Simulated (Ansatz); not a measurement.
The reference is WS₂ (space group P6_3/mmc, No. 194; a = 3.1147 Å, c = 11.7724 Å; layered, stacked along the Cartesian z axis). Axes: x lies along a and z along c of the hexagonal cell.

Structures relaxed with PBEsol-D3(BJ)/PAW in Ansatz (an electronic-structure program), without spin-orbit coupling.

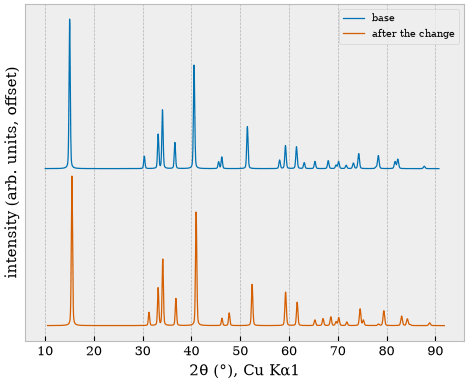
Fig. 1. Simulated powder patterns before (top) and after one change

Problem. Name the change that was made.
(A) uniaxial strain ε_zz = −1.20 %
(B) uniaxial strain ε_zz = −0.60 %
(C) uniaxial strain ε_zz = −1.80 %
(D) uniaxial strain ε_zz = −3.00 %

Solution. D, uniaxial strain ε_zz = −3.00 %. Its volume per atom is 15.99 Å³ against 16.48 Å³, and its space group is P6_3/mmc (No. 194).

Whether these cells are dynamically stable was not tested.
